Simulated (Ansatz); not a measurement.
# Run report: BNH$_{4}$OF$_{2}$, geometry relaxation (part 2 of 2)

Continued. System: BNH$_{4}$OF$_{2}$. Method: RHF/def2-SVP (Ansatz 0.2.0). It belongs to a series of runs on one base structure; here: end point B relaxed.

Geometry of the input (Å):
```
B  0.1353  0.5342  -0.2549
F  0.0796  -0.3001  2.1361
N  1.3372  0.1056  -0.8305
H  1.4113  -0.7900  -1.2654
H  2.2056  0.5855  -0.7336
F  -0.9600  -0.1971  -0.4069
O  -0.0416  1.7385  0.4007
H  0.7503  2.2338  0.5374
H  -0.5155  0.3861  2.0804
```

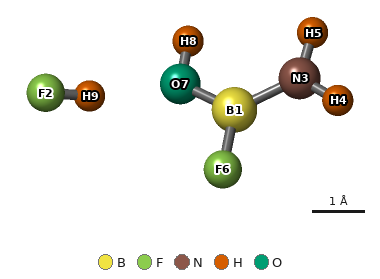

**Figure 1.** The geometry at step 16 of the log (ball-and-stick view, seen at a tilt; atoms are numbered from 1 in the order of the input).

Trajectory as extended XYZ, continued:
```
9
Properties=species:S:1:pos:R:3:forces:R:3 step=7 energy=-9662.69758 accepted=F
B     0.1574    0.4592   -0.3683    0.0293   0.0230   0.1030
F    -0.2259   -0.0899    2.7428   -0.0673   0.2924  -0.2644
N     1.3737    0.1368   -0.9790   -0.0605   1.3475   0.9803
H     1.4381   -0.6239   -1.5763    0.1399  -1.3134  -1.0537
H     2.2416    0.6043   -0.8150   -0.1273  -0.0434   0.0053
F    -0.9161   -0.2675   -0.6235    0.0126  -0.0002  -0.0335
O    -0.0183    1.4843    0.5193   -0.0715  -0.1264  -0.0528
H     0.7312    2.0391    0.6513    0.1017   0.0861   0.0256
H    -0.3795    0.5543    2.1120    0.0431  -0.2656   0.2902
9
Properties=species:S:1:pos:R:3:forces:R:3 step=8 energy=-9662.72116
B     0.1562    0.4623   -0.3573   -0.0446   0.0357  -0.0060
F    -0.1947   -0.1014    2.7037   -0.0505   0.0941  -0.0416
N     1.3714    0.1397   -0.9702   -0.0319   0.0083  -0.0056
H     1.4423   -0.6503   -1.5770    0.0152   0.0078  -0.0098
H     2.2366    0.6060   -0.8021   -0.0038  -0.0094   0.0021
F    -0.9195   -0.2624   -0.6149    0.0425   0.0030   0.0012
O    -0.0238    1.4978    0.5173    0.0711  -0.0389  -0.0311
H     0.7315    2.0479    0.6551   -0.0344  -0.0123   0.0005
H    -0.3979    0.5570    2.1088    0.0363  -0.0882   0.0904
9
Properties=species:S:1:pos:R:3:forces:R:3 step=9 energy=-9662.72565
B     0.1556    0.4475   -0.3807   -0.0381  -0.0203  -0.0031
F    -0.2202   -0.0460    2.7829   -0.0143   0.0679  -0.0113
N     1.3762    0.1432   -0.9922   -0.0131  -0.0026  -0.0250
H     1.4515   -0.6213   -1.6310    0.0091   0.0214   0.0090
H     2.2410    0.6006   -0.7981   -0.0139  -0.0097  -0.0037
F    -0.9174   -0.2694   -0.6708    0.0542   0.0328   0.0152
O    -0.0274    1.4540    0.5257    0.0176  -0.0234   0.0123
H     0.7235    2.0041    0.6811    0.0158   0.0154  -0.0226
H    -0.3805    0.5839    2.1464   -0.0173  -0.0815   0.0292
9
Properties=species:S:1:pos:R:3:forces:R:3 step=10 energy=-9662.72836
B     0.1672    0.4296   -0.3952    0.0262   0.0721  -0.0244
F    -0.2618    0.0296    2.8993   -0.1013   0.3294  -0.4414
N     1.3843    0.1498   -1.0253   -0.0100  -0.0883  -0.0923
H     1.4554   -0.5864   -1.6998    0.0031   0.0863   0.0801
H     2.2492    0.6025   -0.8221   -0.0050  -0.0026  -0.0025
F    -0.9045   -0.2802   -0.7027    0.0097   0.0004   0.0404
O    -0.0104    1.4100    0.5409    0.0227  -0.0552   0.0151
H     0.7348    1.9704    0.6934   -0.0316  -0.0404  -0.0062
H    -0.4120    0.5714    2.1749    0.0861  -0.3017   0.4310
9
Properties=species:S:1:pos:R:3:forces:R:3 step=11 energy=-9662.73281
B     0.1754    0.4243   -0.3959    0.0214   0.0113   0.0429
F    -0.2946    0.0450    2.9127   -0.0472   0.1346  -0.1594
N     1.3858    0.1567   -1.0439   -0.0132  -0.0456  -0.0682
H     1.4552   -0.5786   -1.7183    0.0012   0.0582   0.0451
H     2.2503    0.6131   -0.8472   -0.0004   0.0019  -0.0045
F    -0.8942   -0.2947   -0.6890    0.0042   0.0109   0.0142
O     0.0040    1.3927    0.5535   -0.0037  -0.0352  -0.0304
H     0.7475    1.9550    0.7027    0.0034  -0.0103   0.0039
H    -0.4273    0.5832    2.1888    0.0343  -0.1259   0.1565
9
Properties=species:S:1:pos:R:3:forces:R:3 step=12 energy=-9662.74013
B     0.2081    0.3930   -0.3835   -0.0088  -0.0125  -0.0635
F    -0.4329    0.1254    2.9823   -0.0042  -0.0128   0.0300
N     1.3898    0.1774   -1.0998    0.0018  -0.0168  -0.0043
H     1.4467   -0.5403   -1.7921    0.0056   0.0116  -0.0043
H     2.2480    0.6589   -0.9384    0.0036  -0.0006  -0.0121
F    -0.8568   -0.3456   -0.6415    0.0072  -0.0168   0.0084
O     0.0568    1.3343    0.5923    0.0350   0.0418   0.0605
H     0.7995    1.8986    0.7395   -0.0187  -0.0139  -0.0055
H    -0.4571    0.5948    2.2047   -0.0214   0.0200  -0.0093
9
Properties=species:S:1:pos:R:3:forces:R:3 step=13 energy=-9662.74145
B     0.2454    0.3590   -0.3757    0.0979  -0.0200  -0.0941
F    -0.5840    0.2141    3.0682    0.0740   0.3520  -0.7363
N     1.3967    0.1979   -1.1615   -0.0878   0.0138   0.0676
H     1.4360   -0.4938   -1.8824   -0.0182   0.0387   0.0381
H     2.2486    0.7047   -1.0387   -0.0807  -0.0282  -0.0023
F    -0.8123   -0.4024   -0.5955    0.0544  -0.0077  -0.0219
O     0.1182    1.2664    0.6368    0.0671  -0.0087   0.0126
H     0.8550    1.8410    0.7729   -0.0152  -0.0085   0.0025
H    -0.5014    0.6095    2.2393   -0.0914  -0.3314   0.7339
9
Properties=species:S:1:pos:R:3:forces:R:3 step=14 energy=-9662.74848
B     0.2593    0.3461   -0.3698    0.0193   0.0443  -0.0782
F    -0.6088    0.2321    3.0749   -0.0043   0.1090  -0.1952
N     1.3958    0.2055   -1.1784   -0.0601   0.0180   0.0980
H     1.4303   -0.4804   -1.9034   -0.0135   0.0001  -0.0071
H     2.2442    0.7181   -1.0631   -0.0393  -0.0122  -0.0031
F    -0.7964   -0.4201   -0.5838    0.0531  -0.0160   0.0025
O     0.1394    1.2459    0.6510    0.0446  -0.0379  -0.0348
H     0.8741    1.8238    0.7812    0.0009  -0.0006   0.0146
H    -0.5356    0.6256    2.2548   -0.0007  -0.1047   0.2032
9
Properties=species:S:1:pos:R:3:forces:R:3 step=15 energy=-9662.75409
B     0.2918    0.3158   -0.3650    0.0557  -0.0505   0.1013
F    -0.7496    0.3246    3.1166   -0.0051   0.0077   0.0022
N     1.3972    0.2178   -1.2153   -0.0301   0.0160  -0.0736
H     1.4102   -0.4388   -1.9679    0.0139   0.0218  -0.0075
H     2.2189    0.7780   -1.1435    0.0173  -0.0237  -0.0088
F    -0.7514   -0.4734   -0.5490   -0.0009  -0.0036  -0.0221
O     0.2094    1.1729    0.6934   -0.0718   0.0463   0.0107
H     0.9303    1.7699    0.8114    0.0245  -0.0174   0.0004
H    -0.5547    0.6298    2.2827   -0.0036   0.0035  -0.0026
9
Properties=species:S:1:pos:R:3:forces:R:3 step=16 energy=-9662.75623
B     0.3202    0.2910   -0.3460   -0.1115   0.0251  -0.0491
F    -0.8191    0.3736    3.1257   -0.0030   0.0072  -0.0002
N     1.3887    0.2395   -1.2461    0.0980  -0.0329  -0.0676
H     1.3824   -0.3928   -2.0200   -0.0230  -0.0147   0.0499
H     2.2203    0.7863   -1.1832   -0.0316   0.0371   0.0175
F    -0.7074   -0.5258   -0.5083    0.0348   0.0321   0.0099
O     0.2357    1.1489    0.7118    0.0865  -0.0496   0.0652
H     0.9697    1.7293    0.8396   -0.0489  -0.0109  -0.0202
H    -0.5883    0.6467    2.2899   -0.0015   0.0066  -0.0053
9
Properties=species:S:1:pos:R:3:forces:R:3 step=17 energy=-9662.73864 accepted=F
B     0.3548    0.2546   -0.3416    0.0591   0.0107  -0.0150
F    -0.9512    0.5043    3.1766    0.5621   0.1873  -1.4513
N     1.3881    0.2596   -1.2901    0.0039   0.0348  -0.0128
H     1.3650   -0.3472   -2.0857   -0.0338   0.0444   0.1057
H     2.1927    0.8524   -1.2617   -0.1219  -0.0608   0.0360
F    -0.6616   -0.5799   -0.4854    0.0746   0.0523  -0.0080
O     0.3074    1.0595    0.7626    0.0038  -0.1290  -0.0764
H     1.0245    1.6625    0.8760   -0.0092   0.0000   0.0082
H    -0.6175    0.6307    2.3127   -0.5386  -0.1397   1.4135
9
Properties=species:S:1:pos:R:3:forces:R:3 step=18 energy=-9662.76054
B     0.3335    0.2666   -0.3441    0.0262  -0.0119  -0.0393
F    -0.8777    0.4480    3.1381   -0.0078   0.0050   0.0054
N     1.3854    0.2545   -1.2675   -0.0266   0.0184   0.0355
H     1.3772   -0.3681   -2.0480   -0.0022  -0.0042  -0.0110
H     2.1971    0.8313   -1.2142    0.0040  -0.0005  -0.0046
F    -0.6872   -0.5560   -0.5098    0.0019   0.0091   0.0208
O     0.2740    1.0819    0.7490   -0.0003  -0.0332  -0.0428
H     0.9946    1.6806    0.8604    0.0121   0.0192   0.0210
H    -0.5946    0.6578    2.2996   -0.0074  -0.0019   0.0150
9
Properties=species:S:1:pos:R:3:forces:R:3 step=19 energy=-9662.76179
B     0.3534    0.2433   -0.3414    0.0804  -0.0314  -0.0088
F    -0.9465    0.5150    3.1558    0.1048   0.0602  -0.2710
N     1.3804    0.2726   -1.2948   -0.0740   0.0252   0.0779
H     1.3635   -0.3350   -2.0874   -0.0066   0.0108   0.0022
H     2.1828    0.8634   -1.2504   -0.0132  -0.0109  -0.0045
F    -0.6552   -0.5962   -0.4964    0.0062   0.0254   0.0046
O     0.3122    1.0273    0.7767    0.0197  -0.0282  -0.0962
H     1.0271    1.6343    0.8829   -0.0069   0.0070   0.0249
H    -0.6153    0.6718    2.3185   -0.1103  -0.0580   0.2710
9
Properties=species:S:1:pos:R:3:forces:R:3 step=20 energy=-9662.76296
B     0.3638    0.2307   -0.3374    0.0227   0.0350  -0.0060
F    -0.9700    0.5517    3.1580    0.0842   0.0242  -0.2078
N     1.3776    0.2794   -1.3024   -0.0282   0.0047   0.0464
H     1.3553   -0.3191   -2.1019   -0.0055   0.0129   0.0048
H     2.1758    0.8764   -1.2620   -0.0162  -0.0143  -0.0008
F    -0.6438   -0.6100   -0.4920    0.0118  -0.0034   0.0114
O     0.3275    1.0054    0.7872    0.0300  -0.0494  -0.0857
H     1.0383    1.6172    0.8923   -0.0110   0.0024   0.0278
H    -0.6223    0.6649    2.3216   -0.0879  -0.0121   0.2099
9
Properties=species:S:1:pos:R:3:forces:R:3 step=21 energy=-9662.76441
B     0.3834    0.2091   -0.3307   -0.0237   0.0355   0.0190
F    -1.0114    0.5985    3.1586    0.0336   0.0176  -0.1050
N     1.3707    0.2936   -1.3191    0.0092  -0.0319  -0.0293
H     1.3357   -0.2855   -2.1331   -0.0106   0.0206   0.0415
H     2.1641    0.8971   -1.2855   -0.0173   0.0036   0.0115
F    -0.6150   -0.6446   -0.4755    0.0160  -0.0048  -0.0072
O     0.3597    0.9625    0.8077    0.0339  -0.0201  -0.0469
H     1.0645    1.5814    0.9137   -0.0150  -0.0061   0.0155
H    -0.6495    0.6846    2.3272   -0.0261  -0.0145   0.1009
9
Properties=species:S:1:pos:R:3:forces:R:3 step=22 energy=-9662.76503
B     0.3944    0.1948   -0.3285    0.0238  -0.0413   0.0555
F    -1.0525    0.6562    3.1526    0.0499   0.0007  -0.1082
N     1.3640    0.3066   -1.3318   -0.0151  -0.0190  -0.0365
H     1.3214   -0.2585   -2.1551   -0.0146   0.0138   0.0395
H     2.1509    0.9184   -1.3022   -0.0130   0.0162   0.0153
F    -0.5918   -0.6747   -0.4655    0.0061   0.0241  -0.0306
O     0.3850    0.9231    0.8259    0.0151  -0.0038  -0.0428
H     1.0842    1.5476    0.9339   -0.0075   0.0023   0.0082
H    -0.6535    0.6832    2.3341   -0.0446   0.0070   0.0995
9
Properties=species:S:1:pos:R:3:forces:R:3 step=23 energy=-9662.76548
B     0.4073    0.1777   -0.3215   -0.0203   0.0178  -0.0057
F    -1.0790    0.6897    3.1444    0.0637  -0.0012  -0.1224
N     1.3592    0.3146   -1.3390   -0.0095  -0.0338  -0.0125
H     1.3088   -0.2380   -2.1704   -0.0157   0.0097   0.0414
H     2.1391    0.9356   -1.3142   -0.0131   0.0123   0.0194
F    -0.5769   -0.6940   -0.4591    0.0283   0.0045  -0.0176
O     0.4042    0.8947    0.8398    0.0291  -0.0150  -0.0164
H     1.0987    1.5244    0.9477   -0.0032   0.0001   0.0022
H    -0.6592    0.6919    2.3357   -0.0592   0.0056   0.1115
9
Properties=species:S:1:pos:R:3:forces:R:3 step=24 energy=-9662.76581
B     0.4098    0.1737   -0.3186   -0.0105   0.0080  -0.0094
F    -1.0844    0.6960    3.1376    0.0383   0.0033  -0.0803
N     1.3567    0.3169   -1.3396    0.0010  -0.0141  -0.0047
H     1.3040   -0.2330   -2.1721   -0.0126   0.0027   0.0219
H     2.1329    0.9427   -1.3165   -0.0129   0.0047   0.0141
F    -0.5723   -0.7001   -0.4561    0.0163   0.0011  -0.0100
O     0.4120    0.8852    0.8456    0.0180   0.0002  -0.0101
H     1.1052    1.5166    0.9521   -0.0018  -0.0027   0.0024
H    -0.6616    0.6986    2.3311   -0.0358  -0.0033   0.0762
9
Properties=species:S:1:pos:R:3:forces:R:3 step=25 energy=-9662.76611
B     0.4155    0.1661   -0.3138    0.0086  -0.0046  -0.0083
F    -1.1027    0.7172    3.1236    0.0031   0.0007  -0.0087
N     1.3517    0.3221   -1.3421    0.0094   0.0061  -0.0026
H     1.2939   -0.2219   -2.1778   -0.0073   0.0000   0.0060
H     2.1212    0.9563   -1.3226   -0.0115  -0.0042   0.0059
F    -0.5619   -0.7128   -0.4493   -0.0003  -0.0005  -0.0003
O     0.4276    0.8672    0.8563    0.0057   0.0082  -0.0032
H     1.1189    1.5011    0.9609   -0.0028  -0.0052   0.0012
H    -0.6619    0.7013    2.3282   -0.0049  -0.0005   0.0100
```
